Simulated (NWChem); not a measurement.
# A workflow on the pair GeNH3···GeH3F

Aim: the energy (singlet Ge2NH6F, BLYP-D3(BJ)/3-21G), then the energy (singlet GeNH3, BLYP-D3(BJ)/3-21G), then a single-point energy (singlet GeH3F, BLYP-D3(BJ)/3-21G), then a single-point energy (singlet GeNH3, BLYP-D3(BJ)/3-21G), then a single-point energy (singlet GeH3F, BLYP-D3(BJ)/3-21G) of FGe2H6N and its partners. 

Program for the calculation: NWChem 7.3.0.

### 1 The structure to begin with

Ge2NH6F: 10 atoms, total charge 0, spin state singlet. The two molecules were placed rigidly side by side, at 0.9 times their contact distance; the pair isn't optimised.

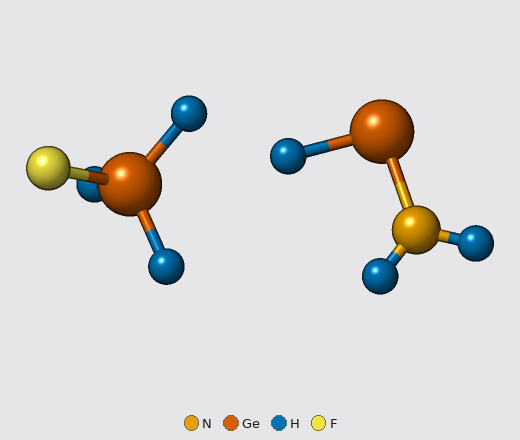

The structure, seen from a chosen angle (nitrogen amber, germanium orange, hydrogen blue, fluorine yellow).

### 2 A single-point energy at BLYP-D3(BJ)/3-21G (run 1)

The input, fge2h6n.nw:

```
start fge2h6n
title "FGe2H6N BLYP"
memory total 2200 mb
charge 0
geometry noautosym nocenter noautoz
  N    -0.094100   -0.587460    0.105660
  Ge    0.978800    0.868140    0.268060
  H     0.170600   -1.487260    0.473560
  H    -0.995000   -0.605360   -0.344240
  H    -0.060300    1.811940   -0.503040
  F    -3.691270    4.768420   -0.456540
  Ge   -2.495250    3.553030   -0.811910
  H    -1.537350    3.531000    0.385100
  H    -3.259660    2.233980   -0.975550
  H    -1.805080    3.995870   -2.107460
end
basis spherical bse
  * library 3-21G
end
dft
  xc becke88 lyp
  disp vdw 4
  grid fine
  convergence energy 1e-08
  maxiter 100
  mulliken
  print low
end
task dft energy
```

On the command line:

```bash
$ nwchem fge2h6n.nw > fge2h6n.out
```

The program printed, cut to the lines that bear on the results:

```text
[...]
 d= 0,ls=0.0,diis     1  -4291.1814480445 -4.72D+03  3.69D-02  8.84D-01     0.8
[...]
 d= 0,ls=0.0,diis    12  -4291.2985236227 -6.86D-10  1.02D-07  4.07D-11     6.0
         Total DFT energy =    -4291.298523622658
      One electron energy =    -6844.127315042885
           Coulomb energy =     2300.612755847682
    Exchange-Corr. energy =     -177.661491071205
 Nuclear repulsion energy =      429.890662393265
    Dispersion correction =       -0.013135749516
[...]
      Total Density - Mulliken Population Analysis
     ---------------------------------------------
    Atom       Charge   Shell Charges
 -----------   ------   -------------------------------------------------------
    1 N    7     7.78   1.98  0.38  1.88  1.29  2.24
    2 Ge  32    31.60   2.00  2.00  5.99  2.00  5.93  1.01  1.16  0.82  0.73  9.96
    3 H    1     0.70   0.46  0.24
    4 H    1     0.70   0.46  0.25
    5 H    1     1.19   0.43  0.76
    6 F    9     9.34   1.98  0.45  2.49  1.53  2.88
    7 Ge  32    31.32   2.00  2.00  5.99  1.99  5.94  0.91  1.58  0.40  0.55  9.95
    8 H    1     1.12   0.43  0.68
    9 H    1     1.13   0.44  0.69
   10 H    1     1.12   0.43  0.68
[...]
```

Wall time 6.6 s (1 thread of AMD EPYC 9R45 (Zen 5), shared host); peak memory 0.13 GiB.

### 3 GeNH3: the energy at BLYP-D3(BJ)/3-21G (run 2)

The input, run.nw:

```
echo
start run
memory stack 880 mb heap 220 mb global 1100 mb

geometry units angstrom noautosym nocenter noautoz
 N    -0.094100   -0.587460    0.105660
 Ge    0.978800    0.868140    0.268060
 H     0.170600   -1.487260    0.473560
 H    -0.995000   -0.605360   -0.344240
 H    -0.060300    1.811940   -0.503040
end

basis "ao basis" spherical bse
 * library 3-21G
end

dft
 xc becke88 lyp
 disp vdw 4
 grid fine
 convergence energy 1e-08
 maxiter 100
 mulliken
 print low
end

task dft energy
```

On the command line:

```bash
$ nwchem run.nw > run.out
```

The program printed, cut to the lines that bear on the results:

```text
[...]
 d= 0,ls=0.0,diis     1  -2123.1769788833 -2.22D+03  3.08D-02  3.22D-01     0.2
[...]
 d= 0,ls=0.0,diis    10  -2123.2159560644 -2.17D-09  7.23D-07  8.30D-10     1.4
         Total DFT energy =    -2123.215956064431
      One electron energy =    -3158.026202034972
           Coulomb energy =     1023.018283210473
    Exchange-Corr. energy =      -87.037188649139
 Nuclear repulsion energy =       98.834768066372
    Dispersion correction =       -0.005616657165
[...]
      Total Density - Mulliken Population Analysis
     ---------------------------------------------
    Atom       Charge   Shell Charges
 -----------   ------   -------------------------------------------------------
    1 N    7     7.78   1.98  0.38  1.88  1.29  2.24
    2 Ge  32    31.64   2.00  2.00  5.99  2.00  5.93  1.00  1.16  0.83  0.76  9.96
    3 H    1     0.71   0.46  0.25
    4 H    1     0.71   0.46  0.25
    5 H    1     1.17   0.43  0.74
[...]
```

It took 1.9 s on 1 thread of AMD EPYC 9R45 (Zen 5), shared host; peak memory 0.12 GiB.

### 4 GeH3F: a single-point energy at BLYP-D3(BJ)/3-21G (run 3)

The input, nw.nw:

```
start nw
memory total 2200 mb
charge 0

geometry units angstrom noautosym nocenter noautoz
F       -3.691270       4.768420      -0.456540
Ge      -2.495250       3.553030      -0.811910
H       -1.537350       3.531000       0.385100
H       -3.259660       2.233980      -0.975550
H       -1.805080       3.995870      -2.107460
end

basis spherical bse
* library 3-21G
end

dft
xc becke88 lyp
disp vdw 4
grid fine
convergence energy 1e-08
iterations 100
mulliken
print low
end

task dft energy
```

On the command line:

```bash
$ nwchem nw.nw > nw.out
```

The program printed, cut to the lines that bear on the results:

```text
[...]
 d= 0,ls=0.0,diis     1  -2167.9974996909 -2.29D+03  6.69D-02  5.63D-01     0.2
[...]
 d= 0,ls=0.0,diis     8  -2168.0767237597  3.58D-09  3.89D-06  5.58D-08     1.1
         Total DFT energy =    -2168.076723759703
      One electron energy =    -3277.491980950870
           Coulomb energy =     1073.343741255643
    Exchange-Corr. energy =      -90.623463854801
 Nuclear repulsion energy =      126.699097624776
    Dispersion correction =       -0.004117834451
[...]
      Total Density - Mulliken Population Analysis
     ---------------------------------------------
    Atom       Charge   Shell Charges
 -----------   ------   -------------------------------------------------------
    1 F    9     9.34   1.98  0.45  2.49  1.53  2.88
    2 Ge  32    31.31   2.00  2.00  5.99  1.99  5.94  0.91  1.58  0.41  0.53  9.95
    3 H    1     1.12   0.43  0.68
    4 H    1     1.12   0.43  0.68
    5 H    1     1.12   0.43  0.68
[...]
```

Wall time 1.6 s (1 thread of AMD EPYC 9R45 (Zen 5), shared host); peak memory 0.12 GiB.

### 5 GeNH3 among ghost functions: a single-point energy at BLYP-D3(BJ)/3-21G (with ghost functions) (run 4)

The input, geh3n.nw:

```
START geh3n
TITLE "GeH3N energy"
memory total 2200 mb

GEOMETRY units angstroms noautosym nocenter noautoz
 N       -0.094100      -0.587460       0.105660
 Ge       0.978800       0.868140       0.268060
 H        0.170600      -1.487260       0.473560
 H       -0.995000      -0.605360      -0.344240
 H       -0.060300       1.811940      -0.503040
 bqF     -3.691270     4.768420    -0.456540
 bqGe    -2.495250     3.553030    -0.811910
 bqH     -1.537350     3.531000     0.385100
 bqH     -3.259660     2.233980    -0.975550
 bqH     -1.805080     3.995870    -2.107460
END

BASIS spherical bse
 N library 3-21G
 Ge library 3-21G
 H library 3-21G
 bqF library F 3-21G
 bqGe library Ge 3-21G
 bqH library H 3-21G
END

DFT
 xc becke88 lyp
 disp vdw 4
 grid fine
 convergence energy 1e-08
 iterations 100
 mulliken
 noprint "final vectors analysis"
END

TASK dft
```

On the command line:

```bash
$ nwchem geh3n.nw > geh3n.out
```

The program printed, cut to the lines that bear on the results:

```text
[...]
          Wavefunction type:  closed shell.
          No. of atoms     :    10
          No. of electrons :    42
[...]
          Charge           :     0
          Spin multiplicity:     1
[...]
          AO basis - number of functions:    74
[...]
              XC Information
              --------------
                    Becke 1988 Exchange Functional  1.000
              Lee-Yang-Parr Correlation Functional  1.000
[...]
 d= 0,ls=0.0,diis     1  -2123.1784452714 -2.22D+03  1.55D-02  3.24D-01     0.7
[...]
 d= 0,ls=0.0,diis    10  -2123.2176637179 -2.37D-09  3.81D-07  9.03D-10     4.7
         Total DFT energy =    -2123.217663717867
      One electron energy =    -3157.938105890522
           Coulomb energy =     1022.924308632043
    Exchange-Corr. energy =      -87.033017868595
 Nuclear repulsion energy =       98.834768066372
    Dispersion correction =       -0.005616657165
[...]
      Total Density - Mulliken Population Analysis
     ---------------------------------------------
    Atom       Charge   Shell Charges
 -----------   ------   -------------------------------------------------------
    1 N    7     7.78   1.98  0.38  1.88  1.29  2.24
    2 Ge  32    31.63   2.00  2.00  5.99  2.00  5.93  1.00  1.17  0.83  0.75  9.96
    3 H    1     0.71   0.46  0.25
    4 H    1     0.70   0.46  0.25
    5 H    1     1.16   0.43  0.73
    6 X    0    -0.00  -0.00 -0.00 -0.00  0.00 -0.00
    7 X    0     0.02  -0.00 -0.00 -0.00 -0.00  0.00 -0.00 -0.00  0.01  0.01  0.00
    8 X    0     0.00  -0.00  0.00
    9 X    0    -0.00  -0.00 -0.00
   10 X    0    -0.00  -0.00 -0.00
[...]
```

Wall time 5.4 s (1 thread of AMD EPYC 9R45 (Zen 5), shared host); peak memory 0.13 GiB.

### 6 GeH3F among ghost functions: the energy at BLYP-D3(BJ)/3-21G (with ghost functions) (run 5)

The input, fgeh3.nw:

```
start fgeh3
title "FGeH3"
memory total 2200 mb
geometry noautosym nocenter noautoz
 F     -3.691270     4.768420    -0.456540
 Ge    -2.495250     3.553030    -0.811910
 H     -1.537350     3.531000     0.385100
 H     -3.259660     2.233980    -0.975550
 H     -1.805080     3.995870    -2.107460
 bqN     -0.094100    -0.587460     0.105660
 bqGe     0.978800     0.868140     0.268060
 bqH      0.170600    -1.487260     0.473560
 bqH     -0.995000    -0.605360    -0.344240
 bqH     -0.060300     1.811940    -0.503040
end
basis spherical bse
 F library 3-21G
 Ge library 3-21G
 H library 3-21G
 bqN library N 3-21G
 bqGe library Ge 3-21G
 bqH library H 3-21G
end
dft
 xc becke88 lyp
 disp vdw 4
 grid fine
 convergence energy 1e-08
 maxiter 100
 mulliken
 noprint "final vectors analysis"
end
task dft energy
```

On the command line:

```bash
$ nwchem fgeh3.nw > fgeh3.out
```

The program printed, cut to the lines that bear on the results:

```text
[...]
          Wavefunction type:  closed shell.
          No. of atoms     :    10
          No. of electrons :    44
[...]
          Charge           :     0
          Spin multiplicity:     1
[...]
          AO basis - number of functions:    74
[...]
              XC Information
              --------------
                    Becke 1988 Exchange Functional  1.000
              Lee-Yang-Parr Correlation Functional  1.000
[...]
 d= 0,ls=0.0,diis     1  -2167.9986675498 -2.29D+03  3.34D-02  5.64D-01     0.7
[...]
 d= 0,ls=0.0,diis     8  -2168.0779467887  3.29D-09  1.88D-06  5.16D-08     3.8
         Total DFT energy =    -2168.077946788722
      One electron energy =    -3277.457507732830
           Coulomb energy =     1073.305669242345
    Exchange-Corr. energy =      -90.621088088564
 Nuclear repulsion energy =      126.699097624776
    Dispersion correction =       -0.004117834451
[...]
      Total Density - Mulliken Population Analysis
     ---------------------------------------------
    Atom       Charge   Shell Charges
 -----------   ------   -------------------------------------------------------
    1 F    9     9.33   1.98  0.45  2.49  1.53  2.88
    2 Ge  32    31.30   2.00  2.00  5.99  1.99  5.94  0.91  1.59  0.41  0.52  9.95
    3 H    1     1.12   0.43  0.69
    4 H    1     1.12   0.43  0.68
    5 H    1     1.12   0.43  0.68
    6 X    0    -0.00  -0.00  0.00  0.00 -0.00 -0.00
    7 X    0     0.00  -0.00 -0.00 -0.00 -0.00 -0.00 -0.00 -0.00  0.00  0.00 -0.00
    8 X    0    -0.00  -0.00 -0.00
    9 X    0     0.00  -0.00  0.00
   10 X    0     0.00  -0.00  0.00
[...]
```

It took 4.5 s on 1 thread of AMD EPYC 9R45 (Zen 5), shared host; peak memory 0.13 GiB.

### 7 What came out

| quantity | value |
| --- | --- |
| run 1, BLYP-D3(BJ)/3-21G: total energy | -4291.29852 Eh |
| run 1, BLYP-D3(BJ)/3-21G: dispersion energy | -34.49 kJ/mol |
| GeNH3: total energy | -2123.21596 Eh |
| GeNH3: dispersion energy | -14.75 kJ/mol |
| GeH3F: total energy | -2168.07672 Eh |
| GeH3F: dispersion energy | -10.81 kJ/mol |
| GeNH3 among ghost functions: total energy | -2123.21766 Eh |
| GeNH3 among ghost functions: dipole moment | 2.53 D |
| GeNH3 among ghost functions: dispersion energy | -14.75 kJ/mol |
| GeH3F among ghost functions: total energy | -2168.07795 Eh |
| GeH3F among ghost functions: dipole moment | 1.72 D |
| GeH3F among ghost functions: dispersion energy | -10.81 kJ/mol |
| interaction energy of the rigid parts GeNH3 and GeH3F (parts in their own basis; closest atoms 2.43 Å apart) | -0.159 eV |
| interaction energy of the rigid parts GeNH3 and GeH3F (parts in the whole basis, counterpoise; closest atoms 2.43 Å apart) | -0.079 eV |

What this shows: The interaction energy of the rigid parts GeNH3 and GeH3F (parts in their own basis; closest atoms 2.43 Å apart) is −0.16 eV (−15.3 kJ/mol): the parts attract. Without counterpoise this holds the superposition error of the basis. The interaction energy of the rigid parts GeNH3 and GeH3F (parts in the whole basis, counterpoise; closest atoms 2.43 Å apart) is −0.08 eV (−7.6 kJ/mol): the parts attract. The basis-set superposition error is 7.7 kJ/mol. Mulliken charges (run 1, BLYP-D3(BJ)/3-21G) run from -0.78 on N1 to +0.68 on Ge7; they depend strongly on the basis. Mulliken charges (GeH3F) run from -0.34 on F1 to +0.69 on Ge2; they depend strongly on the basis.
